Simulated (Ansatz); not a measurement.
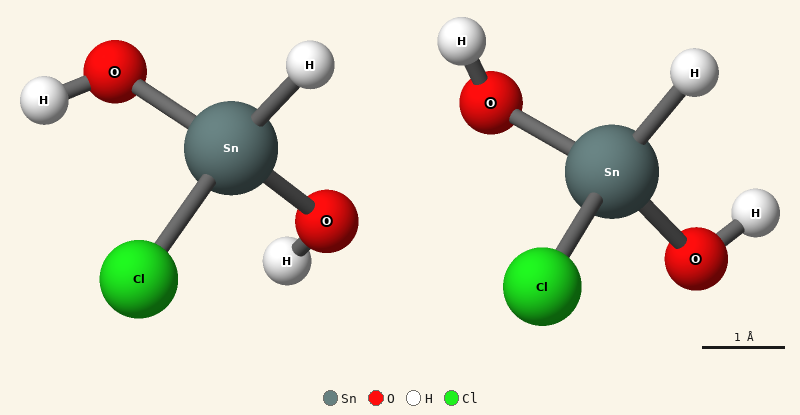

Two geometries of SnH$_{3}$O$_{2}$Cl, drawn at one scale. One is the start of a relaxation, the other its converged end. The picture is a ball-and-stick view, seen from a free direction.

All numbers below come from RKS B3LYP-D4/def2-SVP in Ansatz 0.2.0. Set-up: no spin polarisation; force threshold 0.02 eV/Å; at most 40 steps.

### Which of the two is the end point?

The left one is the relaxed one. The run prepares the start of a later molecular dynamics calculation, from a guessed geometry. Over 19 accepted moves (23 points after the start) the energy falls by 0.302 eV. The largest force component goes from 1.7 to 0.0093 eV/Å. The line search rejected the trial steps at points 12, 14, 18, 21 of the run. The forces were under the threshold at step 20, but the run went on from there. The atom that moves furthest after the best rigid fit is an H atom (1.05 Å). By element the largest moves are H 1.05 Å, O 0.61 Å, Sn 0.40 Å, Cl 0.32 Å. Some distances before and after: H–O 1.010 → 0.968 Å, Cl–Sn 2.408 → 2.368 Å, H–Sn 1.739 → 1.702 Å, O–Sn 1.960 → 1.976 Å. Among the angles between lasting bonds that change: O–Sn–Cl 109.5° → 104.7°, O–Sn–H 109.5° → 113.9°, Sn–O–H 109.5° → 112.7°. Groups turn about O–Sn by about 140°, O–Sn by about 80°.
